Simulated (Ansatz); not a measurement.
# C2H6FN: a spread of methods and bases, part 2 of 2

Ansatz 0.2.0, Gaussian basis; the settings change from run to run. The steps go on from the part before.

### Step 9. revPBE/6-31++G**

Set apart from the defaults: D3(BJ) with three-body dispersion.

The input, in.yaml:

```yaml
crystal:
  periodic: [false, false, false]
  atoms:
    - {symbol: C, position_ang: [-0.978821, 0.425454, -0.400511]}
    - {symbol: C, position_ang: [0.083754, -0.517293, 0.098358]}
    - {symbol: N, position_ang: [1.102802, 0.154548, 0.801894]}
    - {symbol: F, position_ang: [0.588802, -1.214520, -1.025049]}
    - {symbol: H, position_ang: [-0.531167, 1.187075, -1.044289]}
    - {symbol: H, position_ang: [-1.467148, 0.919099, 0.440292]}
    - {symbol: H, position_ang: [-1.724627, -0.118460, -0.979889]}
    - {symbol: H, position_ang: [-0.338383, -1.295276, 0.741385]}
    - {symbol: H, position_ang: [1.526061, 0.885130, 0.244195]}
    - {symbol: H, position_ang: [1.821927, -0.476856, 1.126512]}
basis:
  gaussian: {orbitals: "6-31++G**"}
hamiltonian: {xc: {name: revPBE}, dispersion: d3bjatm}
output: {forces: true}
```

Command:

```bash
> ansatz run in.yaml --threads 2 --pin off --events-out ev --progress --plain --max-ram 4352MiB
```

The log of the run:

```text
Functional definition: revPBE
  name "revPBE"
  cite "Zhang & Yang, Phys. Rev. Lett. 80, 890 (1998) doi:10.1103/PhysRevLett.80.890"
  cite "Perdew, Burke & Ernzerhof, Phys. Rev. Lett. 77, 3865 (1996) doi:10.1103/PhysRevLett.77.3865"
  parameter kappa = 1.245
  parameter beta = 0.06672455060314922
  exchange = pbe_x(kappa = kappa, mu = beta*pi^2/3)
  correlation = pbe_c(beta = beta)
1118 factors; their error is unknown
mean field evaluation 1: about -6364.0667 eV, gradient 7.8e1 eV
mean field evaluation 2: about -6331.2008 eV, gradient 1.3e2 eV
mean field evaluation 4: about -6377.2235 eV, gradient 1.4e1 eV
mean field evaluation 8: about -6377.5616 eV, gradient 2.5e-1 eV
mean field evaluation 16: about -6377.5004 eV, gradient 1.8e-4 eV
mean field -6377.50040630 eV, -234.3688171066 hartree, gradient 2.7e-5 eV, S^2 0.000000; 0 other end points of the search recorded, 0 dependent functions left out
the calculation of the forces begins
reference -6377.50050326 eV, -234.3688206699 hartree; 17, 17 occupied and 95, 95 virtual orbitals, 1118 factors
Total energy: -6377.90468803 eV, -234.3836741860 hartree
Atom 0 at    -0.978821     0.425454    -0.400511 Å, force    -0.203704     0.166141    -0.053137 eV/Å
Atom 1 at     0.083754    -0.517293     0.098358 Å, force    -0.387818     0.154823     0.549345 eV/Å
Atom 2 at     1.102802     0.154548     0.801894 Å, force    -0.001776     0.301986     0.522675 eV/Å
Atom 3 at     0.588802    -1.214520    -1.025049 Å, force     0.455196    -0.703636    -1.051327 eV/Å
Atom 4 at    -0.531167     1.187075    -1.044289 Å, force     0.115418     0.249400    -0.208700 eV/Å
Atom 5 at    -1.467148     0.919099     0.440292 Å, force    -0.172208     0.169893     0.257150 eV/Å
Atom 6 at    -1.724627    -0.118460    -0.979889 Å, force    -0.247553    -0.155532    -0.185767 eV/Å
Atom 7 at    -0.338383    -1.295276     0.741385 Å, force    -0.141169    -0.258983     0.236855 eV/Å
Atom 8 at     1.526061     0.885130     0.244195 Å, force     0.221284     0.360565    -0.244076 eV/Å
Atom 9 at     1.821927    -0.476856     1.126512 Å, force     0.362331    -0.284658     0.176982 eV/Å
Dipole moment:     0.005769     0.156614     0.148545 e Å
```

Wall time 2 s (2 threads of Arm Neoverse V2, shared host).

Largest force 1.344 eV/Å, dipole 1.04 D.

### Step 10. PBE-QIDH/def2-mTZVPP

Options: charge +1, multiplicity 2, relativity set to none, the search for lower states set to full.

in.yaml: that of step 9 with these lines changed.

```diff
@@ -14,4 +14,6 @@
 basis:
-  gaussian: {orbitals: "6-31++G**"}
-hamiltonian: {xc: {name: revPBE}, dispersion: d3bjatm}
-output: {forces: true}
+  gaussian: {orbitals: def2-mTZVPP}
+total_charge: 1
+magnetization: {spin_polarized: true, initial_magnetization: 1}
+hamiltonian: {xc: {name: PBE-QIDH}, pseudopotentials: {relativity: none}}
+scf: {lower_state_search: full}
```

The command is unchanged.

The log of the run:

```text
Functional definition: PBE-QIDH
  name "PBE-QIDH"
  cite "Brémond, Sancho-García, Pérez-Jiménez & Adamo, J. Chem. Phys. 141, 031101 (2014) doi:10.1063/1.4890314"
  cite "Perdew, Burke & Ernzerhof, Phys. Rev. Lett. 77, 3865 (1996) doi:10.1103/PhysRevLett.77.3865"
  parameter a = 3^(-1/3)
  parameter c = 1/3
  exchange = (1 - a)*pbe_x + a*exact_x
  correlation = (1 - c)*pbe_c + c*(mp2_os + mp2_ss)
1065 factors; integrals over basis functions are off by at most 8.3e-4 eV
mean field evaluation 1: about -6349.6748 eV, gradient 3.8e1 eV
mean field evaluation 2: about -6349.7191 eV, gradient 3.8e1 eV
mean field evaluation 4: about -6355.2594 eV, gradient 5.7e0 eV
mean field evaluation 8: about -6355.4444 eV, gradient 6.1e-1 eV
mean field evaluation 16: about -6355.4548 eV, gradient 2.8e-3 eV
mean field evaluation 32: about -6292.5179 eV, gradient 7.3e1 eV
mean field evaluation 64: about -6353.1455 eV, gradient 9.1e-1 eV
mean field -6355.45483630 eV, -233.5586573521 hartree, gradient 3.1e-6 eV, S^2 0.758159; 3 other end points of the search recorded, 0 dependent functions left out
4 core orbitals not correlated: weight in the atoms' cores, before any rotation towards them, 1.000 or more for the frozen orbitals, at most 0.000 for the correlated occupied ones
reference -6355.45484379 eV, -233.5586576273 hartree; 13, 12 occupied and 99, 100 virtual orbitals, 1065 factors
second order -20.06310571 eV of doubles, -0.00000000 eV of singles
Total energy: -6362.14254569 eV, -233.8044261391 hartree
```

Run time: 8.5 s. Hardware: 2 threads of Arm Neoverse V2, shared host; peak memory 0.31 GiB.

⟨S²⟩ 0.758.

### Step 11. All runs side by side

| level | charge | multiplicity | geometry | functions | energy (eV) | time |
| --- | --- | --- | --- | --- | --- | --- |
| RPBE/def2-mTZVPP | 0 | 1 | relaxed | 116 | -6381.959 | 2.3 s |
| r2SCANh/def2-TZVPP | 0 | 1 | relaxed | 208 | -6378.194 | 11 s |
| PBE/def2-TZVPD | 1 | 2 | shaken | 205 | -6364.638 | 6 s |
| PBE0/cc-pVDZ | 0 | 1 | relaxed, point charge | 86 | -6372.380 | 2.6 s |
| HSE06/def2-mTZVPP | 1 | 2 | shaken | 116 | -6357.928 | 4.3 s |
| wB97M-V/aug-pcseg-2 | 0 | 1 | relaxed | 322 | -6379.115 | 22 s |
| CCSD/def2-TZVPP | 0 | 1 | relaxed | 208 | -6373.031 | 46 s |
| revPBE/6-31++G** | 0 | 1 | relaxed | 112 | -6377.905 | 2 s |
| PBE-QIDH/def2-mTZVPP | 1 | 2 | relaxed | 116 | -6362.143 | 8.5 s |

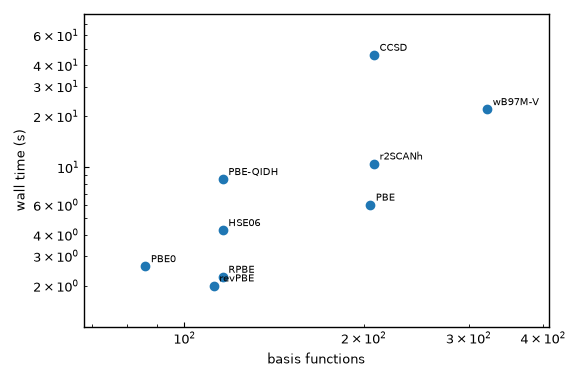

Wall time against the number of basis functions (shared host).

### Step 12. Results

The summary covers parts 1 to 2.

| quantity | value |
| --- | --- |
| runs | 9 |
| quickest | revPBE/6-31++G**, 2 s |
| slowest | CCSD/def2-TZVPP, 46 s |
| spread of total energies, same state and geometry | 8.9 eV |
| dipole, same state and geometry | 1.04 to 1.06 D |

Run time spans a factor of 23, from revPBE/6-31++G** to CCSD/def2-TZVPP. The jobs differ in tasks and options as well as level. The totals spread over 9 eV; they can't be compared across methods or bases. At the PBE0-D4/def2-TZVP geometry and in the same state, runs without warnings or point charges leave forces up to 1.34 eV/Å (revPBE/6-31++G**). At that geometry and state the dipole changes by 2 % between the lowest and highest value.
